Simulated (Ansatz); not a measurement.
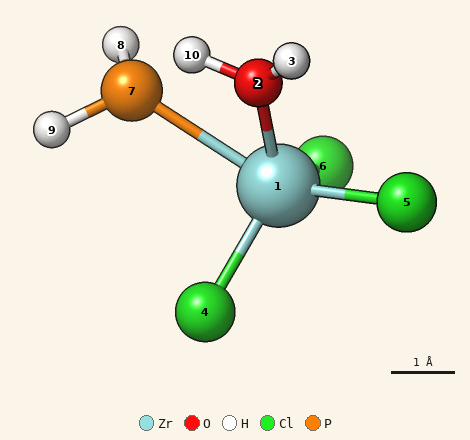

**Figure 1.** The structure as given in the input (ball-and-stick view, seen at a tilt; atoms are numbered from 1 in the order of the input). Sticks mark near contacts.

# ZrPH4Cl3O: frequency calculation

The run: frequency calculation of ZrPH4Cl3O. Method and program: RKS BLYP-D4/def2-SVP (Ansatz 0.2.0).

It belongs to a series of runs on one base structure; here: vibrations at the highest image of the band. Figures and captions count atoms from 1; the log counts them from 0 in places.

### Input file
```yaml
crystal:
  periodic: [false, false, false]
  atoms:
    - { symbol: Zr, position_ang: [0.027674, -0.263224, -0.205758] }
    - { symbol: O, position_ang: [0.035636, -0.247101, 1.940655] }
    - { symbol: H, position_ang: [-0.359103, 0.367366, 2.593659] }
    - { symbol: Cl, position_ang: [1.944767, 0.461481, -1.368243] }
    - { symbol: Cl, position_ang: [-1.315777, 1.708334, 0.040775] }
    - { symbol: Cl, position_ang: [-1.341226, -1.722131, -1.455221] }
    - { symbol: P, position_ang: [1.373506, -2.37107, 1.084258] }
    - { symbol: H, position_ang: [0.898255, -3.705623, 0.92216] }
    - { symbol: H, position_ang: [2.771378, -2.556342, 0.874005] }
    - { symbol: H, position_ang: [0.680691, -1.23559, 2.208209] }
basis:
  gaussian: { orbitals: def2-SVP }
hamiltonian:
  xc: blyp
  dispersion: d4
phonons: {}
```

Machine: 4 threads of Intel Xeon @ 2.80GHz (Skylake/Cascade Lake), 24 GiB of memory available, shared host.

Launch command:
```bash
ansatz run input.yaml --threads 4 --pin off --max-ram 5120MiB --backend cpu --events-out ev --progress --plain --runs-dir out
```

### Output
```
Engine: ansatz 0.2.0, x86_64-unknown-linux-gnu
Functional definition: BLYP
  parameter beta = 0.0042
  parameter a = 0.04918
  parameter b = 0.132
  parameter c = 0.2533
  parameter d = 0.349
  exchange = b88_x(beta = beta)
  correlation = lyp_c(a = a, b = b, c = c, d = d)
1445 factors; their error is unknown
mean field evaluation 1: about -50232.1954 eV, gradient 5.7e1 eV
mean field evaluation 2: about -50161.7454 eV, gradient 1.8e2 eV
mean field evaluation 4: about -50237.1860 eV, gradient 2.0e1 eV
mean field evaluation 8: about -50238.2634 eV, gradient 2.3e-1 eV
mean field evaluation 16: about -50238.2086 eV, gradient 5.9e-4 eV
mean field -50238.20858514 eV, -1846.2201128232 hartree, gradient 4.9e-5 eV, S^2 0.000000; 0 other end points of the search recorded, 0 dependent functions left out
the calculation of the forces begins
reference -50238.20906469 eV, -1846.2201304462 hartree; 45, 45 occupied and 92, 92 virtual orbitals, 1445 factors
these checks for a lower state are left out or cut short: stability, starts, cluster_reference, orbital_swaps, neighbouring_geometries, increment
1445 factors; their error is unknown
mean field -50238.20848580 eV, -1846.2201091723 hartree, gradient 1.2e-6 eV, S^2 0.000000; 0 other end points of the search recorded, 0 dependent functions left out
[... from here on the field's lines of each further geometry are left out, up to the last ...]
the calculation of the forces begins
reference -50238.20902146 eV, -1846.2201288574 hartree; 45, 45 occupied and 92, 92 virtual orbitals, 1445 factors
these checks for a lower state are left out or cut short: stability, starts, cluster_reference, orbital_swaps, neighbouring_geometries, increment
1445 factors; their error is unknown
mean field -50238.20858344 eV, -1846.2201127607 hartree, gradient 1.1e-6 eV, S^2 0.000000; 0 other end points of the search recorded, 0 dependent functions left out
the calculation of the forces begins
reference -50238.20906297 eV, -1846.2201303831 hartree; 45, 45 occupied and 92, 92 virtual orbitals, 1445 factors
WARN: phonons: modes at or below zero, which the zero-point energy, F, S and C_V leave out: 1, the lowest at -983.10 cm⁻¹. A minimum has none, and a first-order saddle one
Total energy: -50238.95309584 eV, -1846.2474730868 hartree
Atom 0 at     0.027674    -0.263224    -0.205758 Å, force    -0.001423    -0.002745     0.003716 eV/Å
Atom 1 at     0.035636    -0.247101     1.940655 Å, force     0.003841    -0.000428     0.022362 eV/Å
Atom 2 at    -0.359103     0.367366     2.593659 Å, force    -0.007310     0.011315    -0.013301 eV/Å
Atom 3 at     1.944767     0.461481    -1.368243 Å, force     0.004193    -0.000070    -0.005510 eV/Å
Atom 4 at    -1.315777     1.708334     0.040775 Å, force    -0.000774     0.002905     0.000044 eV/Å
Atom 5 at    -1.341226    -1.722131    -1.455221 Å, force    -0.001334     0.000837     0.002526 eV/Å
Atom 6 at     1.373506    -2.371070     1.084258 Å, force    -0.003044     0.008962     0.002902 eV/Å
Atom 7 at     0.898255    -3.705623     0.922160 Å, force     0.002228     0.003542     0.001302 eV/Å
Atom 8 at     2.771378    -2.556342     0.874005 Å, force     0.000269     0.001951     0.002027 eV/Å
Atom 9 at     0.680691    -1.235590     2.208209 Å, force     0.003354    -0.026270    -0.016068 eV/Å
Dipole moment:     0.113986    -0.166286     0.650637 e Å
Vibrations: -983.10 37.93 81.30 83.35 104.03 105.85 124.83 191.70 219.31 314.23 358.37 366.87 405.02 406.50 456.57 481.92 664.41 755.62 1004.29 1031.62 1490.72 2373.99 2400.16 3645.75 cm⁻¹, zero-point energy 1.060335 eV
```

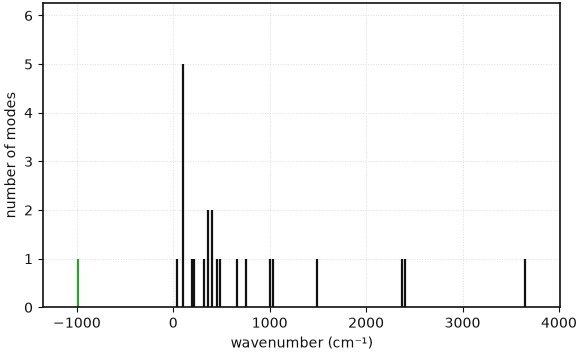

**Figure 2.** Harmonic vibrational wavenumbers from the force constants; neighbouring modes closer than 21 cm⁻¹ are counted in one stick, and imaginary ones are drawn at negative wavenumbers. 24 modes from 983i to 3646 cm⁻¹, 1 imaginary beyond 8i (983i cm⁻¹): a first-order saddle point, if the geometry is stationary.

### Summary

- outcome: converged
- total energy: −50238.9531 eV
- mean-field energy: −50238.2091 eV
- largest force (length of the vector): 0.031 eV/Å
- wall time: 67 s (CPU time 4.1 min)
- peak memory: 0.24 GiB
